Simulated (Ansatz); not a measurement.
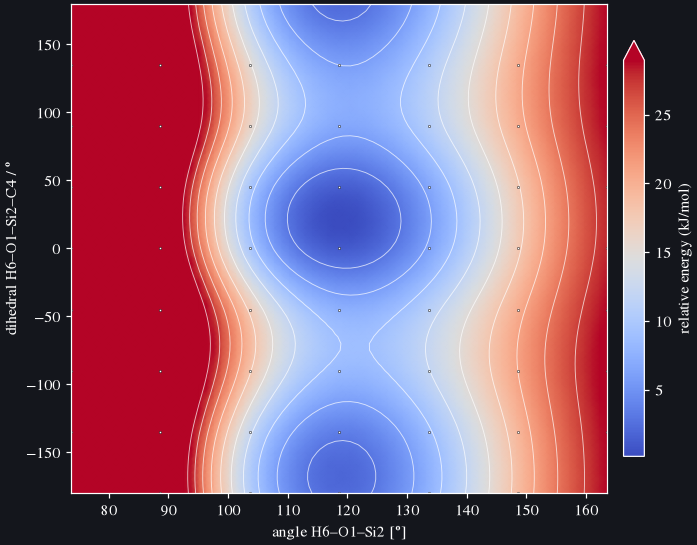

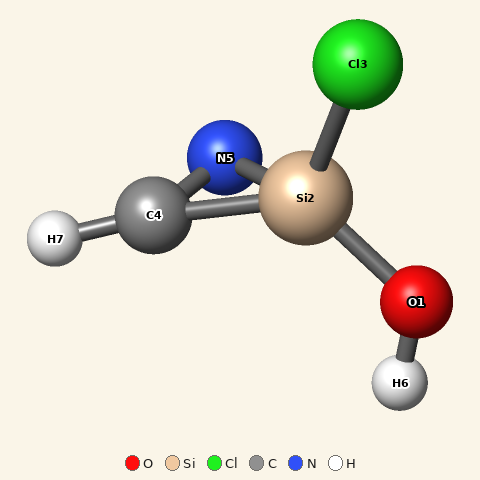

Energy landscape of CH₂ClNOSi, SMILES O[Si]1(Cl)C=N1. 
- Coordinates scanned: (1) angle H6–O1–Si2; (2) dihedral H6–O1–Si2–C4.
- Nothing is relaxed (all other coordinates rigid).
- The grid has 7 × 8 points.
- Points are written as (first, second).
- All energies are given in kJ/mol relative to the relaxed molecule at the same level.
- The calculation used RKS BHLYP-D4/def2-SVP (Ansatz).

Drawn: a smooth colour map with a few white contour lines, dots at the grid points, one colour for all values above the top of the scale. Between grid points the surface is interpolated. The second picture is the structure at the lowest point.

Question: Summarise what can be read from the map.

Answer: The lowest grid point is at (118.6°, 0°), 1.2 kJ/mol from the relaxed molecule at the same level. The bottom of the well lies between grid points, at about (119°, 20°), about 1 kJ/mol lower on the interpolated surface. There is a further well near (118.6°, −180°) (1.0 kJ/mol above the lowest at that grid point). The highest grid point, (73.6°, −90°), lies 119 kJ/mol above the lowest. On the interpolated surface the easiest way out of the lowest well to the well at about (119°, −170°) passes a barrier of about 7.1 kJ/mol, counted from the interpolated bottom of the well. Round the minimum the two coordinates are nearly uncoupled.

The whole map (56 points run) took 16 min on 1 thread of Intel(R) Xeon(R) Processor @ 2.50GHz (Skylake/Cascade Lake) (shared host).
